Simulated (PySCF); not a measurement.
# SbTe (doublet): what the fields show

```yaml
atoms:
  - { symbol: Sb, position_ang: [0.0000, 0.0000, -1.3223] }
  - { symbol: Te, position_ang: [0.0000, 0.0000, 1.2307] }
```

Core potentials replace the inner electrons of Sb and Te.

The calculation used PBE0/cc-pVDZ(-PP), non-relativistic Hamiltonian with scalar-relativistic core potentials where named, at a bond length of 2.553 Å in PySCF.

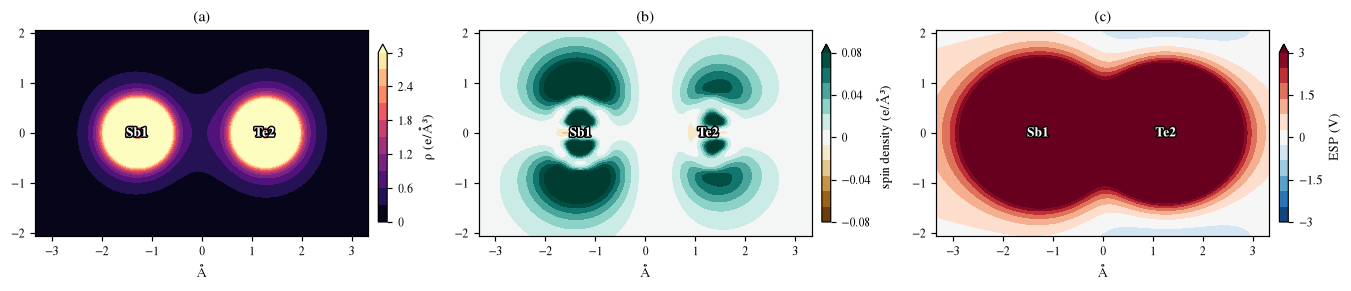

Figure 1. (a) electron density; (b) spin density (α minus β); (c) molecular electrostatic potential on a plane that holds the molecular axis.

Interpret the plot.

Answer. The plane passes through Sb and Te nuclei.
Sb–Te (2.55 Å): ρ is about 0.57 e/Å³ halfway.
The unpaired spin (1 electron) lies mostly on Sb1 (about 0.9) and Te2 (about 0.1), in electrons by Hirshfeld's partition.
Outside the dense part of the molecule the potential is most negative (−0.5 V) near Te2.

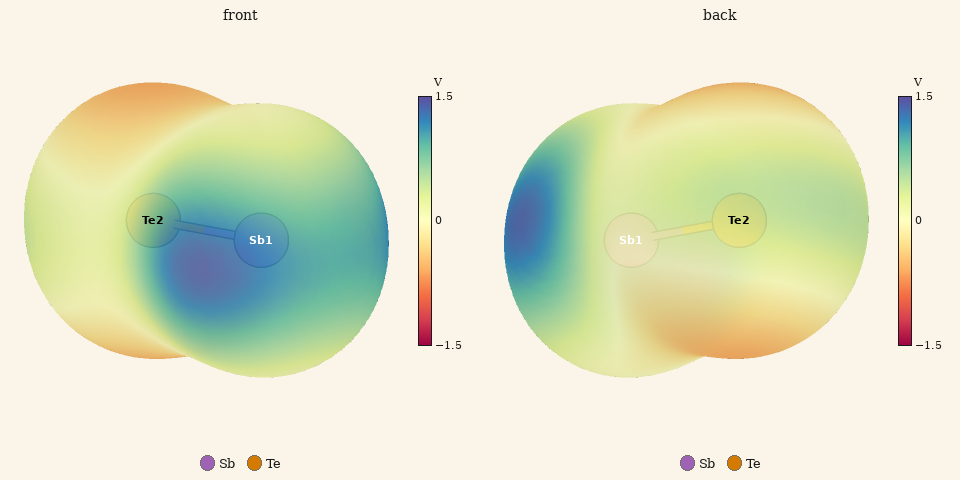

Figure 2. The electrostatic potential painted on the density surface at 0.002 e/bohr³, seen from the front and from behind; the colour scale runs from red (negative) to blue (positive).

Where is the surface potential most negative and most positive?

Answer. The most negative region (about −0.6 V) lies over Te2, the most positive (about +1.4 V) over Sb1.
